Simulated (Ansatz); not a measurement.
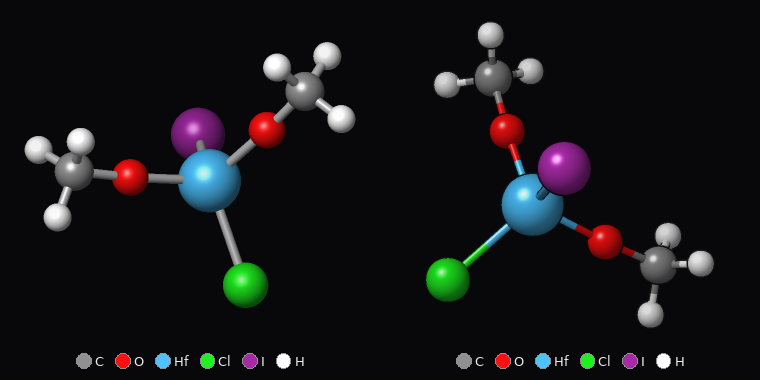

Both panels show the same species.

Charge 0, singlet.

What does the picture show?

It has 13 atoms: 2 carbon, 6 hydrogen, 1 chlorine, 1 hafnium, 1 iodine and 2 oxygen (C2H6ClHfIO2). Its SMILES string is `C[O][Hf]([Cl])([I])[O]C`. Coordination: 2 C tetrahedral; 2 O linear; 1 Hf tetrahedral.

More results for the same structure follow; atom numbers are the same in all pictures, views and colours differ. The computed structure is the end point of a PBE0-D4/def2-TZVP optimisation.

## Geometry

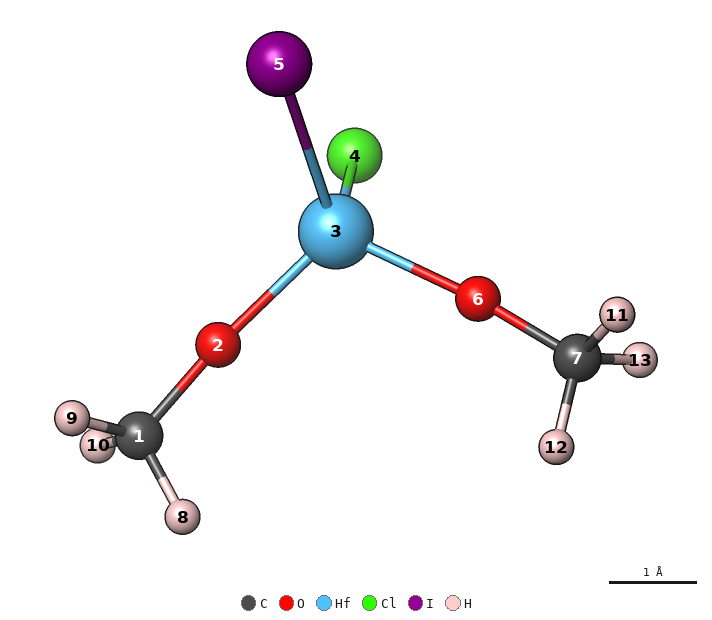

Which atoms are bonded, and how long are the bonds?

```csv
bond,length (Å)
C1–O2,1.392
C1–H8,1.094
C1–H9,1.094
C1–H10,1.094
O2–Hf3,1.888
Hf3–Cl4,2.360
Hf3–I5,2.740
Hf3–O6,1.888
O6–C7,1.392
C7–H11,1.094
C7–H12,1.094
C7–H13,1.094
```

## Dipole moment

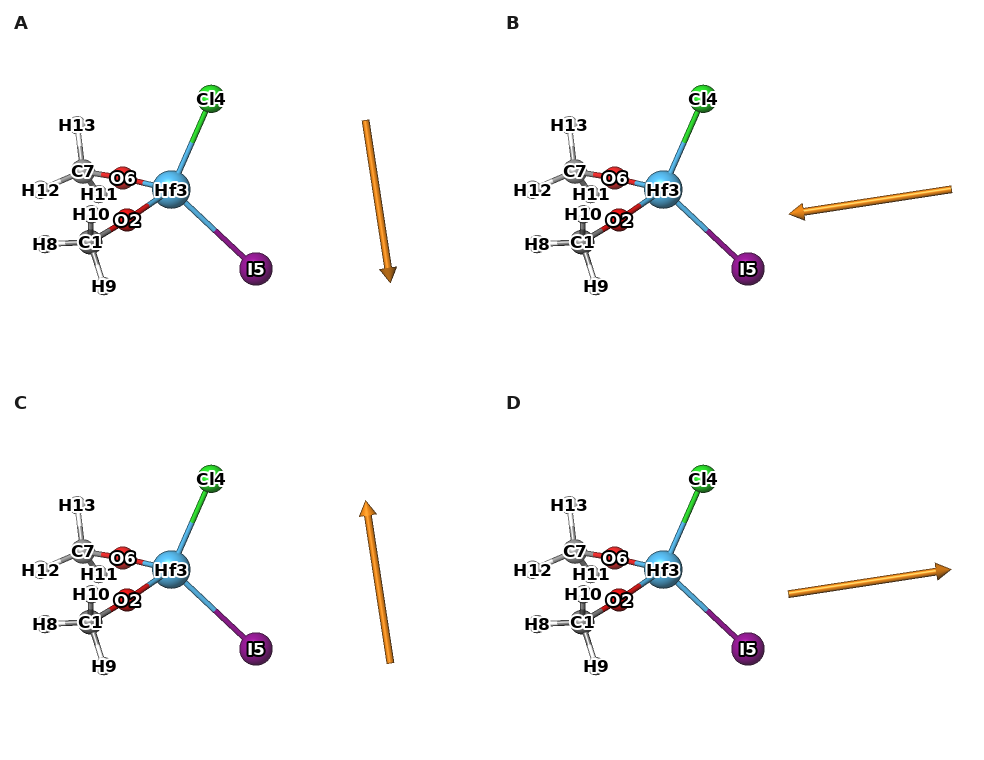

The same molecule four times, each with an arrow. Level of theory: RKS r2SCAN-D4/def2-TZVPP, core potentials on Hf, I (Ansatz 0.2.0).

**Which arrow points along the dipole moment, from the negative to the positive end?**

B. The dipole moment is 4.12 D; it points from the side of I5 to the side of H8, H12 (the outermost atoms at the two ends).

## Vibrations

Harmonic vibrations computed with RKS PBE0-D4/def2-TZVP, core potentials on Hf, I (Ansatz 0.2.0) at a stationary point of the same level.

**List the wavenumbers.**

33 modes: 48, 49, 51, 54, 55, 65, 73, 135, 171, 175, 215, 233, 368, 510, 512, 1180, 1181, 1181, 1184, 1214, 1248, 1477, 1479, 1489, 1490, 1490, 1491, 3027, 3029, 3102, 3103, 3106, 3106 cm⁻¹.

## Electronic properties

Level of theory: RKS r2SCANh-D4/def2-TZVPP, core potentials on Hf, I (Ansatz 0.2.0).

Predict the main results.

- HOMO energy (Kohn–Sham orbital): −7.11 eV
- LUMO energy (Kohn–Sham orbital): −1.25 eV
- HOMO–LUMO gap: 5.87 eV
- dispersion correction: −9.2 kJ/mol
